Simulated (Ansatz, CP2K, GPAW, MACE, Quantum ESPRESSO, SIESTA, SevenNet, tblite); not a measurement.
# Σ7 (111) twist boundary in CsBr (84 atoms) in other programs, against a plane-wave reference

How near do other programs and methods come to a plane-wave reference for Σ7 (111) twist boundary in CsBr (84 atoms)? A plane-wave run serves as the reference.

Main program and level: Quantum ESPRESSO 7.5; Kohn-Sham DFT, PBE, SSSP efficiency 1.3.0 pseudopotentials, plane waves.

## Step 1: Starting point

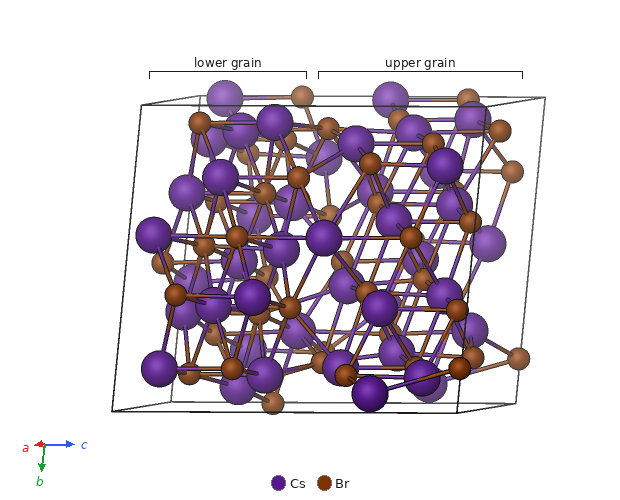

Start, viewed from the side, with the c axis across the page; caesium purple, bromine brown. Some periodic images of atoms are drawn too.

The cell holds 84 atoms: 42 Cs and 42 Br. Cell: a = 16.052 Å, b = 16.052 Å, c = 16.126 Å, α = 90.0°, β = 90.0°, γ = 60.0°. It derives from CsBr (CsCl-type). CsCl-type CsBr (a = 4.29 Å); two grains turned against each other by 81.79 deg about [111]; 1 x 1 coincidence cells, 1 lattice periods a grain, two boundaries a cell, upper grain shifted by [0.246, 0] of the boundary cell and opened by 1.98 Å, no atom removed; minimised with a classical potential (one cell length free). Then every atom was moved at random, 0.03 Å r.m.s. a Cartesian component. Regions: lower grain, 42 atoms (21 Cs and 21 Br); upper grain, 42 atoms (21 Cs and 21 Br). The structure's axis is c.

## Step 2: The reference run

The input, pw.in:

```
&control
  calculation = 'scf'
  pseudo_dir = './pseudo'
  outdir = './tmp'
  disk_io = 'none'
  tprnfor = .true.
  tstress = .true.
/
&system
  ibrav = 0
  nat = 84
  ntyp = 2
  ecutwfc = 45
  ecutrho = 360
  nosym = .true.
  occupations = 'smearing'
  smearing = 'fd'
  degauss = 0.003675
/
&electrons
  conv_thr = 4.2e-07
  electron_maxstep = 100
  mixing_beta = 0.2
  mixing_mode = 'local-TF'
  diagonalization = 'david'
/
ATOMIC_SPECIES
Cs 132.905 Cs.upf
Br 79.904 Br.upf
CELL_PARAMETERS angstrom
16.05171 0.00000 0.00000
8.02586 13.90119 0.00000
0.00000 0.00000 16.12598
ATOMIC_POSITIONS crystal
Cs 0.49514 0.69000 0.07704
Br 0.49255 0.69505 0.29497
Cs 0.30843 0.93926 0.22395
Br 0.39150 0.85696 0.47445
Cs 0.07286 0.00695 0.06613
Br 0.06947 0.00110 0.28932
Cs 0.90425 0.42710 0.03764
Br 0.92183 0.43109 0.28253
Cs 0.87650 0.23831 0.21027
Br 0.86354 0.23845 0.43405
Cs 0.77247 0.86738 0.06893
Br 0.77487 0.86559 0.28032
[... 68 atom lines left out ...]
Cs 0.24206 0.75568 0.86905
Br 0.22344 0.76851 0.63659
Cs 0.80644 0.89199 0.83855
Br 0.81879 0.88443 0.61895
K_POINTS gamma
```

Launch:

```
OMP_NUM_THREADS=1 mpirun -np 4 pw.x -in pw.in > output.txt
```

Numbers of over 12 decimals in the logs are rounded to 6 here.

Log:

```text
Program PWSCF
     gamma-point specific algorithms are used
     one sub-group per band group will be used
     scalapack distributed-memory algorithm (size of sub-group:  2*  2 procs)
     Parallelization info
     sticks:   dense  smooth     PW     G-vecs:    dense   smooth      PW
     Min        5712    2852    713               700280   247588   30941
     Max        5713    2854    716               700284   247595   30948
     Sum       22849   11413   2857              2801129   990371  123773
     bravais-lattice index     =            0
     lattice parameter (alat)  =      30.3333  a.u.
     unit-cell volume          =   24282.6456 (a.u.)^3
     number of atoms/cell      =           84
     number of atomic types    =            2
     number of electrons       =       672.00
[... lines left out ...]
     scf convergence threshold =      4.2E-07
[... lines left out ...]
     number of k points=     1  Fermi-Dirac smearing, width (Ry)=  0.0037
[... lines left out ...]
     total energy              =   -4627.34523224 Ry
[... lines left out ...]
     total energy              =   -4626.24626092 Ry
[... lines left out ...]
     total energy              =   -4626.60365741 Ry
[... lines left out ...]
     total energy              =   -4626.59292529 Ry
[... lines left out ...]
     total energy              =   -4626.59292558 Ry
[... lines left out ...]
          k = 0.0000 0.0000 0.0000 ( 61887 PWs)   bands (ev):
   -17.9437 -17.9383 -17.9139 -17.8982 -17.8078 -17.7847 -17.7598 -17.7215
   -17.6917 -17.6508 -17.6324 -17.6234 -17.5918 -17.5784 -17.5185 -17.5092
   -17.5030 -17.5010 -17.4281 -17.4168 -17.3974 -17.3942 -17.3854 -17.3823
[...]
8.4846   8.4964   8.5235   8.5299   8.5339   8.5446   8.5655   8.5947
     8.6087   8.6425   8.6489   8.6731   8.6878   8.7167   8.7330   8.7747
     8.7778   8.7916   8.8189
     the Fermi energy is     4.1134 ev
!    total energy              =   -4626.59292615 Ry
     estimated scf accuracy    <       0.00000013 Ry
     smearing contrib. (-TS)   =      -0.00000000 Ry
     internal energy E=F+TS    =   -4626.59292615 Ry
     The total energy is F=E-TS. E is the sum of the following terms:
     one-electron contribution =    -403.12317681 Ry
     hartree contribution      =     461.50461255 Ry
     xc contribution           =   -2372.14424418 Ry
     ewald contribution        =   -2312.83011772 Ry
     convergence has been achieved in  20 iterations
     Forces acting on atoms (cartesian axes, Ry/au):
     atom    1 type  1   force =    -0.00149442   -0.00114694   -0.00592975
     atom    2 type  2   force =    -0.00060050   -0.00382798   -0.00052747
     atom    3 type  1   force =    -0.00032091   -0.00036543    0.00331808
[...]
atom   83 type  1   force =    -0.00396535    0.00129834    0.00797801
     atom   84 type  2   force =     0.00197862    0.00524612    0.00553993
     Total force =     0.067547     Total SCF correction =     0.000861
     Computing stress (Cartesian axis) and pressure
          total   stress  (Ry/bohr**3)                   (kbar)     P=        8.63
   0.00003894  -0.00000088  -0.00000135            5.73       -0.13       -0.20
  -0.00000088   0.00003743   0.00000326           -0.13        5.51        0.48
  -0.00000135   0.00000326   0.00009962           -0.20        0.48       14.66
     Message from routine punch:
     Nothing written, as per user request (disk_io='none')
```

Wall time 13 min (4 MPI ranks of Arm Neoverse V2, shared host); peak memory 9.1 GiB; 50 min of CPU time.

Banners, paths, timers and routine set-up lines are dropped from the logs unmarked, and long logs keep their key lines alone; longer cuts are marked.

Numbers from this run:

| Quantity | Value |
| --- | --- |
| r.m.s. force component | 0.1094 eV/Å |
| longest force | 0.4922 eV/Å |
| pressure | 0.8633 GPa |
| gap (highest filled to lowest empty level) | 3.582 eV |

## Step 3: Local order

g(r), total and by pair (bins of 0.2 Å):

| r (Å) | total | Br-Br | Br-Cs | Cs-Cs |
| --- | --- | --- | --- | --- |
| 3.30 | 0.07 | 0.00 | 0.14 | 0.00 |
| 3.50 | 2.58 | 0.00 | 5.16 | 0.00 |
| 3.70 | 4.09 | 0.47 | 7.88 | 0.11 |
| 3.90 | 1.98 | 1.48 | 2.75 | 0.95 |
| 4.10 | 2.05 | 2.42 | 0.92 | 3.96 |
| 4.30 | 1.52 | 2.48 | 0.27 | 3.11 |
| 4.50 | 0.78 | 2.02 | 0.04 | 1.04 |
| 4.70 | 0.37 | 0.66 | 0.18 | 0.44 |
| 4.90 | 0.20 | 0.27 | 0.20 | 0.14 |
| 5.10 | 0.27 | 0.19 | 0.41 | 0.06 |
| 5.30 | 0.32 | 0.40 | 0.40 | 0.06 |
| 5.50 | 0.53 | 0.64 | 0.24 | 1.00 |
| 5.70 | 0.57 | 1.05 | 0.20 | 0.85 |
| 5.90 | 1.14 | 2.32 | 0.07 | 2.09 |
| 6.10 | 1.30 | 2.44 | 0.20 | 2.36 |
| 6.30 | 1.11 | 0.98 | 0.70 | 2.06 |
| 6.50 | 0.88 | 1.23 | 0.56 | 1.19 |
| 6.70 | 0.92 | 0.83 | 1.10 | 0.65 |
| 6.90 | 1.25 | 0.24 | 2.14 | 0.45 |
| 7.10 | 2.15 | 0.84 | 3.58 | 0.61 |
| 7.30 | 1.71 | 1.19 | 2.17 | 1.31 |
| 7.50 | 1.40 | 1.50 | 1.38 | 1.33 |
| 7.70 | 0.78 | 1.04 | 0.69 | 0.69 |
| 7.90 | 0.44 | 0.54 | 0.38 | 0.47 |

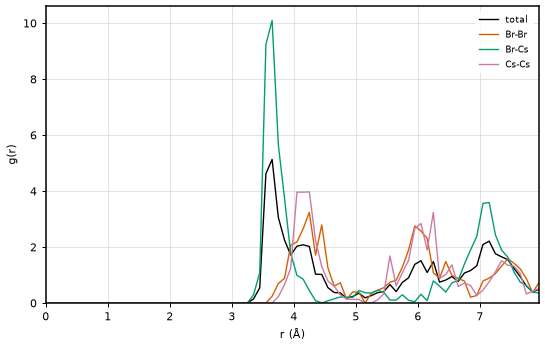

Pair distribution functions.

Bonds by pair of elements; cutoffs follow the first minimum of g(r), held within bounds set by covalent radii, and pairs that aren't listed don't count as bonded:

| pair A-B | cutoff (Å) | bonds | mean length (Å) | spread (Å) | shortest (Å) | B about A | A about B |
| --- | --- | --- | --- | --- | --- | --- | --- |
| Br-Cs | 4.48 | 290 | 3.72 | 0.178 | 3.34 | 6.91 | 6.91 |

How many atoms have how many bonded neighbours:

| element | mean | 5 | 6 | 7 | 8 |
| --- | --- | --- | --- | --- | --- |
| Br | 6.91 | 2 | 8 | 24 | 8 |
| Cs | 6.91 | 2 | 8 | 24 | 8 |

## Step 4: The other programs

The programs:
- CP2K 2026.2: Gaussian basis with GTH pseudopotentials and a plane-wave density; labels give functional, basis (MOLOPT sets; SR short-range, UZH the newer set with its own potentials), grid cutoff/relative cutoff and solver (OT: orbital transformation; TRS4, TC2, SIGN: linear-scaling purification with its sparsity filter), or its built-in tight binding.
- GPAW 26.7.0: PAW with atomic orbitals (LCAO), plane waves or a real-space grid of spacing h.
- MACE: machine-learned potential, published weights.
- Quantum ESPRESSO 7.5: plane waves; labels (QE) give functional, pseudopotential set and cutoffs of waves/density.
- SIESTA 5.4.2: numerical atomic orbitals, whose automatically made sets are far from complete, with PseudoDojo norm-conserving potentials that we converted to its format (checked against plane waves on the same files for H, C, O, Si, Ge and Ca alone); labels give functional, basis size, energy shift and mesh cutoff.
- SevenNet: machine-learned potential, published weights.
- tblite 0.8.0: extended tight binding, driven from Python.

All use the same cell and atoms; the electronic-structure runs use the same k-mesh, and an electronic temperature of 580 K (0.05 eV) where levels are smeared.

Differences are against the plane-wave reference, forces as r.m.s. over components; share is that over the reference's r.m.s. force, slope the least-squares factor from reference forces to these. Total energies of different programs have different zeros and aren't compared.

| run | Δ force, r.m.s. (meV/Å) | share (%) | slope | Δ pressure (GPa) | Δ gap (eV) | cores | CPU time | memory (GiB) |
| --- | --- | --- | --- | --- | --- | --- | --- | --- |
| reference | - | - | - | - | - | 4 | 50 min | 9.1 |
| CP2K PBE, DZVP-MOLOPT-SR, 244/50 Ry, diagonalisation (coarse) | 19.2 | 17.6 | 1.121 | 0.197 | 0.0324 | 2 | 9 min | 3.3 |
| CP2K PBE, DZVP-MOLOPT-SR, 350/50 Ry, diagonalisation | 19.3 | 17.6 | 1.121 | 0.197 | 0.0324 | 4 | 12 min | 8.5 |
| CP2K PBE, TZVP-UZH, 350/50 Ry, diagonalisation | 21.9 | 20.0 | 1.068 | 0.418 | -0.0615 | 4 | 9.7 min | 8.6 |
| CP2K revPBE, PBE potentials, DZVP-MOLOPT-SR, 350/50 Ry, diagonalisation | 29.4 | 26.8 | 1.142 | 1.19 | 0.262 | 4 | 12 min | 8.5 |
| GPAW PBE, plane waves 350 eV | 4.01 | 3.66 | 1.005 | 0.0876 | 0.0015 | 4 | 7.3 min | 2.7 |
| MACE MP-0b3 medium potential | 20.8 | 19.0 | 0.946 | -4.0e-4 | - | 1 | 6.5 s | 0.73 |
| QE PBE, sssp-1.3.0-efficiency, 20/160 Ry (coarse) | 0.642 | 0.587 | 1.001 | -0.902 | 0.0063 | 4 | 14 min | 2.9 |
| SIESTA PBE, DZ, shift 0.01 Ry, mesh 300 Ry (coarse) | 74.0 | 67.6 | 1.498 | -0.893 | -0.778 | 1 | 92 s | 1.1 |
| SIESTA PBE, DZP, shift 0.005 Ry, mesh 300 Ry | 39.0 | 35.6 | 1.225 | 0.455 | -0.422 | 2 | 5 min | 2.4 |
| SIESTA PBE, DZP, shift 0.01 Ry, mesh 300 Ry | 56.7 | 51.9 | 1.140 | 0.479 | -0.535 | 2 | 3.7 min | 2.1 |
| SIESTA PBE, SZP, shift 0.01 Ry, mesh 300 Ry (coarse) | 69.7 | 63.7 | 1.142 | 1.00 | -0.572 | 1 | 3.2 min | 1.6 |
| SevenNet 0 potential | 38.8 | 35.5 | 0.812 | 0.255 | - | 1 | 6.2 s | 0.65 |
| SevenNet l3i5 potential | 25.0 | 22.9 | 0.949 | 0.203 | - | 1 | 6.9 s | 0.84 |
| tblite IPEA1-xTB | 155 | 141 | 0.397 | 0.138 | - | 1 | 4.6 s | 0.2 |

Rows marked coarse were listed beforehand as settings not expected to be converged; some can still land near the reference.

Times of the machine-learned potentials are mostly Python's start and the loading of weights.

CPU time is summed over cores on a shared host, where runs went side by side, so it is rough. Symmetry, cutoffs, thresholds, outputs and thread counts weren't matched or tuned between programs; memory under MPI is the largest rank's times the ranks.

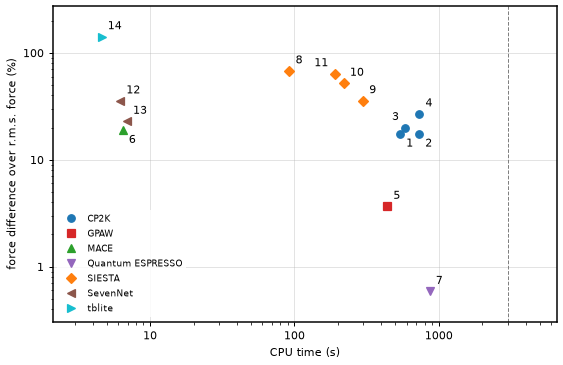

Force difference against CPU time; the dashed line marks the reference's time. Points: 1 CP2K PBE, DZVP-MOLOPT-SR, 244/50 Ry, diagonalisation; 2 CP2K PBE, DZVP-MOLOPT-SR, 350/50 Ry, diagonalisation; 3 CP2K PBE, TZVP-UZH, 350/50 Ry, diagonalisation; 4 CP2K revPBE, PBE potentials, DZVP-MOLOPT-SR, 350/50 Ry, diagonalisation; 5 GPAW PBE, plane waves 350 eV; 6 MACE MP-0b3 medium potential; 7 QE PBE, sssp-1.3.0-efficiency, 20/160 Ry; 8 SIESTA PBE, DZ, shift 0.01 Ry, mesh 300 Ry; 9 SIESTA PBE, DZP, shift 0.005 Ry, mesh 300 Ry; 10 SIESTA PBE, DZP, shift 0.01 Ry, mesh 300 Ry; 11 SIESTA PBE, SZP, shift 0.01 Ry, mesh 300 Ry; 12 SevenNet 0 potential; 13 SevenNet l3i5 potential; 14 tblite IPEA1-xTB.

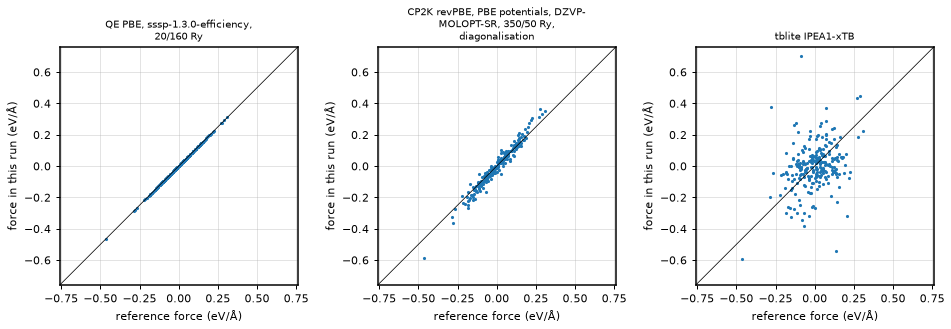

Force components against those of the reference; the line marks equality.

Runs without a result: CP2K GFN1-xTB, diagonalisation (not converged, the SCF not settling); tblite GFN2-xTB (not converged); GPAW PBE, LCAO dzp, h 0.2 Å (cut off at its time limit of 13 min); CP2K PBE, SZV-MOLOPT-SR, 350/50 Ry, diagonalisation (cut off at its time limit of 5.8 min); GPAW PBE, LCAO szp(dzp), h 0.2 Å (cut off at its time limit of 7.2 min); GPAW RPBE, LCAO dzp, h 0.2 Å (cut off at its time limit of 13 min).

Mean charges by element (e), by run and scheme:

| run | scheme | Cs | Br |
| --- | --- | --- | --- |
| CP2K PBE, DZVP-MOLOPT-SR, 244/50 Ry, diagonalisation | Mulliken | +0.70 | -0.70 |
| CP2K PBE, DZVP-MOLOPT-SR, 350/50 Ry, diagonalisation | Mulliken | +0.70 | -0.70 |
| CP2K PBE, TZVP-UZH, 350/50 Ry, diagonalisation | Mulliken | +0.68 | -0.68 |
| CP2K revPBE, PBE potentials, DZVP-MOLOPT-SR, 350/50 Ry, diagonalisation | Mulliken | +0.74 | -0.74 |
| SIESTA PBE, DZP, shift 0.005 Ry, mesh 300 Ry | Hirshfeld | +0.31 | -0.31 |
| SIESTA PBE, DZP, shift 0.01 Ry, mesh 300 Ry | Hirshfeld | +0.30 | -0.30 |
| tblite IPEA1-xTB | Mulliken | +0.33 | -0.33 |

Within one program, basis, potentials and functional, energies share a zero. Each run against its twin at the usual cutoff or grid and solver:

| run | twin | Δ energy (meV/atom) | Δ force, r.m.s. (meV/Å) | CPU time over the twin's |
| --- | --- | --- | --- | --- |
| CP2K PBE, DZVP-MOLOPT-SR, 244/50 Ry, diagonalisation | DZVP-MOLOPT-SR, 350/50 Ry, diagonalisation | -3.0e-4 | 0.558 | 0.74 (this twin ran on 4 cores) |
| QE PBE, sssp-1.3.0-efficiency, 20/160 Ry | sssp-1.3.0-efficiency, 45/360 Ry | 56.4 | 0.642 | 0.29 |

## Step 5: Summary of results

* reference r.m.s. force component: 0.109 eV/Å
* nearest in forces: QE PBE, sssp-1.3.0-efficiency, 20/160 Ry (coarse), 0.59 %
* farthest in forces: tblite IPEA1-xTB, 141 %
* cheapest electronic-structure run beside the reference: tblite IPEA1-xTB, 4.6 s of CPU time

**Reading.** PBE on plane waves or a grid with other potentials, cutoffs or grids, coarse settings apart, differs from the reference by 3.7 % (GPAW PBE, plane waves 350 eV) of the r.m.s. force; this holds the reference's own error, so differences of a few per cent don't tell which side is nearer the exact PBE result. The PBE runs in local orbitals, coarse settings apart, differ by 18 % (CP2K PBE, DZVP-MOLOPT-SR, 350/50 Ry, diagonalisation) to 52 % (SIESTA PBE, DZP, shift 0.01 Ry, mesh 300 Ry); basis, grid and potentials can all enter. Tight binding differs by 141 % (tblite IPEA1-xTB); it is another model, with fitted parameters of its own, and the xTB methods hold dispersion. Machine-learned potentials differ by 19 % (MACE MP-0b3 medium potential) to 35 % (SevenNet 0 potential); they were trained on other programs' data. Among those trained on PBE data the slope goes as low as 0.81. Rows with another functional or a dispersion term differ by 27 % (CP2K revPBE, PBE potentials, DZVP-MOLOPT-SR, 350/50 Ry, diagonalisation), which mixes the change of model with differences of basis and potentials, some of them made for another functional. IPEA1-xTB was fitted to ionisation energies and electron affinities, not to forces or charges. Runs with settings chosen to be coarse differ by 0.59 % (QE PBE, sssp-1.3.0-efficiency, 20/160 Ry) to 68 % (SIESTA PBE, DZ, shift 0.01 Ry, mesh 300 Ry), their programs' other errors included. Of the electronic-structure runs that take under half the reference's CPU time, QE PBE, sssp-1.3.0-efficiency, 20/160 Ry comes nearest, at 0.59 % in 14 min against 50 min. SIESTA PBE, DZP, shift 0.005 Ry, mesh 300 Ry stiffens the forces by a factor of 1.23 while following their directions (correlation 0.975). At the same functional, gaps differ from the reference's 3.58 eV by between -0.78 and +0.03 eV. These are spacings on the run's k-points, which needn't hold the band edges. Charges hang on model, scheme and program or settings: among these rows the mean for Cs runs from +0.30 to +0.74 e. In the reference: filled and empty levels are parted by 3.58 eV on the run's k-points; the mesh holds the band edges only if they fold onto it, so the gap at this level can be narrower or closed. In the reference: first main peaks of g(r), for some of the pairs, lie near 4.17 Å (Br-Br), 3.63 Å (Br-Cs) and 4.17 Å (Cs-Cs). Periodic xTB results under one method name differ between programs and library versions. The reference's pressure holds the uncorrected Pulay stress of its 45 Ry basis, so small pressure differences, and their order, may be the reference's own error. Machine-learned potentials mimic data converged in k, so the reference's own k-point error enters their differences. The host structure and its lattice constant were typed by rule, without a check against the phase diagram. The electronic-structure runs sample only Γ, in a cell whose shortest periodic width is 14 Å. Spin–orbit coupling is left out, which matters for the levels of the heavy elements.

[Also dropped from logs without a mark: logging warnings of Python, and SIESTA's first energy breakdown and zero terms.]

[Logs are printed without paths, hosts, clocks, repeated set-up lines and the standing remarks that a program may print on its own settings, such as how far it seeks lower states.]

[Hosts, paths, dates, database ids (printed as entryN), source tags and the programs' standing remarks are cut or masked in the printed files.]
